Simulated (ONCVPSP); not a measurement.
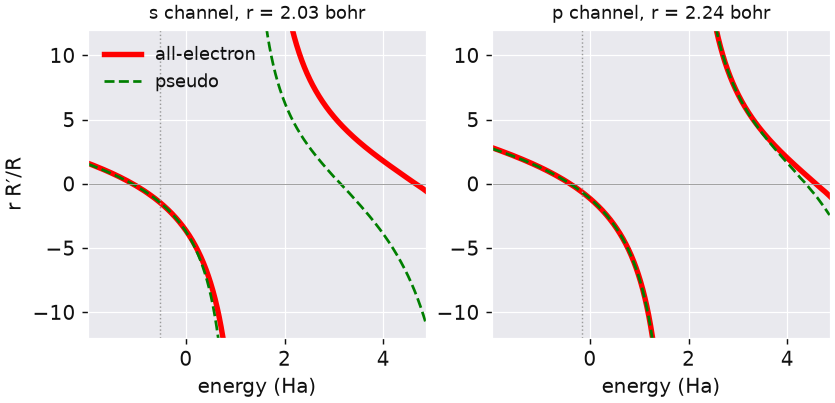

Logarithmic derivatives r R′/R at the test radius against energy, all-electron atom (solid) and pseudo-atom (dashed). Here R(r) is the radial function. The dotted line marks the reference energy of the channel.

Bi (Z = 83), optimised norm-conserving Vanderbilt (ONCV), made with ONCVPSP 4.0.1 (PBE, scalar-relativistic). Core [Xe] 4f14 5d10, reference 6s2 6p3. Waves: 6s: rc 2.00 bohr, ncon 3, nbas 6, qcut 3.3 1/bohr, local; 6p: rc 2.20 bohr, ncon 5, nbas 8, qcut 3.7 1/bohr, 2 projectors, debl 2.8 Ha. Local part: the s channel. Core correction: Teter function, fcfact 3, rcfact 0.98.

List the energies at which the logarithmic derivative diverges.

s: all-electron at 1.4 Ha, pseudo at 1.1 Ha; p: all-electron at 1.9 Ha, pseudo at 1.8 Ha.

At which energies does the logarithmic derivative pass through zero?

s: all-electron -1.1 and 4.7 Ha, pseudo -1.1 and 3.1 Ha; p: all-electron -0.4 and 4.6 Ha, pseudo -0.4 and 4.4 Ha.
